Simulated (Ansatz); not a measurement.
# Ge₂H₂ (triplet): trial inputs and their diagnosis at distance Ge1–H3 = 2.571 Å

3 inputs are run for Ge₂H₂ (triplet) as typed; the log has to tell whether the result can be used and what must change.

Computed with Ansatz 0.2.0, Gaussian basis. Level: the settings change from run to run.

33 further runs of the same task are left out: 1 for a mislabelled method, 27 that didn't finish, 5 set aside as unsound or not needed.

### 1 The geometry

The geometry derives from a PBE0/def2-TZVP stationary point (not a proven minimum). One bond is set to the value named and the two fragments are kept rigid. No spin-orbit coupling is included. The filled d shell of Ge may be among the frozen orbitals whatever the setting's name suggests; the logs give the count.

4 atoms, charge 0, spin multiplicity 3.

Atoms are counted from 1 here; the program's logs count them from 0.

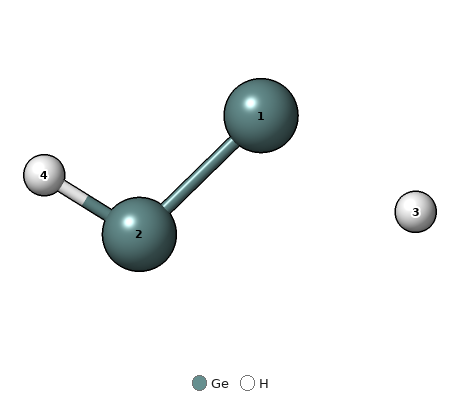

The geometry (germanium teal, hydrogen white); atoms are numbered from 1 in the order of the file.

### 2 Attempt 1

in.yaml

```yaml
crystal:
  periodic: [false, false, false]
  atoms:
    - {symbol: Ge, position_ang: [0.000000, -0.130350, 2.267203]}
    - {symbol: Ge, position_ang: [0.000000, 0.105821, -2.274536]}
    - {symbol: H, position_ang: [0.000000, 4.524633, 3.658380]}
    - {symbol: H, position_ang: [0.000000, -2.756938, -3.130092]}
basis:
  gaussian: {orbitals: cc-pVDZ}
magnetization: {spin_polarized: true, initial_magnetization: 2}
correlation: {method: mp2, electrons: outside_noble_gas}
scf: {lower_state_search: off}
```

Run with:

```sh
$ ansatz run in.yaml --threads 1 --pin off --events-out ev --progress --plain --max-ram 2393MiB
```

Standard output:

```text
Functional definition: HF
  name "HF"
  cite "Fock, Z. Phys. 61, 126 (1930) doi:10.1007/BF01340294"
  parent pbe
  exchange = exact_x
  correlation = 0
these checks for a lower state are left out or cut short: stability, starts, cluster_reference, orbital_swaps, neighbouring_geometries, increment
745 factors; integrals over basis functions are off by at most 3.1e-4 eV
mean field evaluation 1: about -112959.1397 eV, gradient 1.2e1 eV
mean field evaluation 2: about -112959.1408 eV, gradient 1.2e1 eV
mean field evaluation 4: about -112961.2696 eV, gradient 7.7e0 eV
mean field evaluation 8: about -112968.8545 eV, gradient 2.4e0 eV
mean field evaluation 16: about -112970.4350 eV, gradient 1.8e-1 eV
mean field -112970.43722054 eV, -4151.5869937424 hartree, gradient 1.7e-6 eV, S^2 3.909574; 0 other end points of the search recorded, 0 dependent functions left out
28 core orbitals not correlated: weight in the atoms' cores, before any rotation towards them, 1.000 or more for the frozen orbitals, at most 0.000 for the correlated occupied ones
reference -112970.43722054 eV, -4151.5869937424 hartree; 6, 4 occupied and 30, 32 virtual orbitals, 745 factors
second order -2.25933767 eV of doubles, -0.00000000 eV of singles
Total energy: -112972.69655821 eV, -4151.6700228702 hartree
Checks for a lower state left out: stability, starts, cluster_reference, orbital_swaps, neighbouring_geometries, increment
```

Run time: 2.2 s. Hardware: 1 thread of Intel Xeon Platinum 8259CL at 2.50GHz, shared host.

Diagnosis: The run converged, which proves nothing about the input. The coordinates are scaled by the bohr-ångström factor. The shortest distance is 2.99 Å, against 1.58 Å in the geometry of step 1. Its energy belongs to another geometry. To mend it, restore the coordinates in ångström.

### 3 Attempt 2

in.yaml

```yaml
crystal:
  periodic: [false, false, false]
  atoms:
    - {symbol: Ge, position_ang: [0.000000, -0.068979, 1.199769]}
    - {symbol: Ge, position_ang: [0.000000, 0.055999, -1.203649]}
    - {symbol: H, position_ang: [0.000000, 2.394366, 1.935958]}
    - {symbol: H, position_ang: [0.000000, -1.458929, -1.656396]}
basis:
  gaussian: {orbitals: STO-3G}
magnetization: {spin_polarized: false, initial_magnetization: 2}
correlation: {method: caspt2, electrons: valence}
accuracy: high
```

Launched as before.

Standard output:

```text
Error: YAML parse error: error: line 11 column 23: unknown variant `caspt2`, expected one of mp2, rpa, ccsd, ccsd_t, bccd, bccd_t, ccsdt, ccsdt_q, ccsdt_q_b, ccsdtq, fci, sc_nevpt2, fic_nevpt4_sd, fic_mrcisd_q, fic_mrcisd_q_relaxed
  --> <input>:11:23
   |
 9 |   gaussian: {orbitals: STO-3G}
10 | magnetization: {spin_polarized: false, initial_magnetization: 2}
11 | correlation: {method: caspt2, electrons: valence}
   |                       ^ unknown variant `caspt2`, expected one of mp2, rpa, ccsd, ccsd_t, bccd, bccd_t, ccsdt, ccsdt_q, ccsdt_q_b, ccsdtq, fci, sc_nevpt2, fic_nevpt4_sd, fic_mrcisd_q, fic_mrcisd_q_relaxed
12 | accuracy: high
   |
```

Run time: 0.03 s. Hardware: 1 thread of Intel Xeon Platinum 8259CL at 2.50GHz, shared host.

What is wrong: The run was refused. The method's name isn't one that the program knows. Cure: name one from the list in the message.

### 4 Attempt 3

in.yaml

```yaml
crystal:
  periodic: [false, false, false]
  atoms:
    - {symbol: Ge, position_ang: [0.000000, -0.068979, 1.199769]}
    - {symbol: Ge, position_ang: [0.000000, 0.055999, -1.203649]}
    - {symbol: H, position_ang: [0.000000, 2.394366, 1.935958]}
    - {symbol: H, position_ang: [0.000000, -1.458929, -1.656396]}
basis:
  gaussian: {orbitals: cc-pVDZ, point_charges: [{charge: -0.50, position_ang: [4.829, -0.755, 0.899]}]}
magnetization: {spin_polarized: false, initial_magnetization: 2}
correlation: {method: fic_mrcisd_q, electrons: outside_noble_gas, active_space: {window: {electrons: 8, orbitals: 2}}}
scf: {lower_state_search: light}
```

Launched as before.

Standard output:

```text
Functional definition: HF
  name "HF"
  cite "Fock, Z. Phys. 61, 126 (1930) doi:10.1007/BF01340294"
  parent pbe
  exchange = exact_x
  correlation = 0
743 factors; integrals over basis functions are off by at most 1.1e-3 eV
mean field evaluation 1: about -112972.0048 eV, gradient 1.0e1 eV
mean field evaluation 2: about -112972.0080 eV, gradient 1.0e1 eV
mean field evaluation 4: about -112972.8553 eV, gradient 1.4e0 eV
mean field evaluation 8: about -112972.8942 eV, gradient 2.3e-1 eV
mean field evaluation 16: about -112972.9202 eV, gradient 1.4e-2 eV
mean field evaluation 32: about -112972.4694 eV, gradient 3.7e0 eV
mean field evaluation 64: about -112972.4405 eV, gradient 2.8e0 eV
mean field evaluation 96: about -112972.9200 eV, gradient 8.5e-2 eV
mean field -112973.18661673 eV, -4151.6880321887 hartree, gradient 2.6e-6 eV, S^2 2.000000; 13 other end points of the search recorded, 0 dependent functions left out
reference -112973.18661673 eV, -4151.6880321887 hartree; 34, 32 occupied and 30, 32 virtual orbitals, 743 factors
Error: 8 electrons in 2 orbitals form no window around the highest filled level of the reference
```

Run time: 10 s. Hardware: 1 thread of Intel Xeon Platinum 8259CL at 2.50GHz, shared host.

**Diagnosis.** The run stopped with an error. The active window can't be built from these electrons and orbitals. Cure: choose counts that fit the spin, the electrons and the basis.

### 5 Summary

```
attempt                  level                ended                                                               cause    time
      1     MP2 on UHF/cc-pVDZ            converged              the coordinates are scaled by the bohr-ångström factor   2.2 s
      2        'caspt2'/STO-3G              refused                  the method's name isn't one that the program knows  0.03 s
      3  MRCISD+Q(8,2)/cc-pVDZ  stopped by an error  the active window can't be built from these electrons and orbitals    10 s
```

1 converged, 1 refused, 1 stopped by an error. The input that converges on a wrong geometry or spin is the dangerous one: no error points at it, so geometry and ⟨S²⟩ have to be checked.
